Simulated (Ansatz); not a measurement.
Level of theory: PBE (plane waves to 420 eV, PAW; Ansatz, an electronic-structure program).

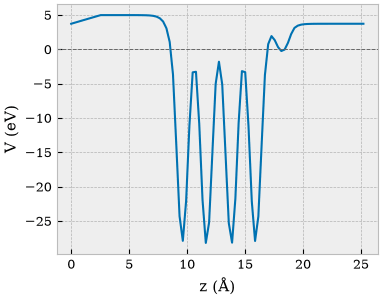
Figure: Planar average of the electrostatic potential across the slab, in eV from the Fermi level, for Ag on the 1x1 (0001) surface of hcp Ru, one in a 2x2 cell, started at the site 'hollow Ru-Ru-Ru'

Slab: 17 atoms, 6.3 Å thick at the start under the adsorbate (thin: gaps and levels are the slab's own); k 6x6x1, smearing 0.1 eV, dipole-corrected; 8 atoms held, the rest relaxed; symmetry of the start imposed; no spin, no spin-orbit, no U, no dispersion correction. At the end it is bonded to 3 Ru. In PBE it is, or lies within 0.03 eV of, the lowest of the starts that converged.

Problem. The surface cell has an area of 25.66 Å². What dipole along the normal does the step between the two vacuum levels imply?

Solution. the top vacuum level lies 1.26 eV below the bottom one; p = −ε₀ A ΔV (ε₀ = 0.005526 e/(V·Å)) gives 0.18 e·Å a cell.
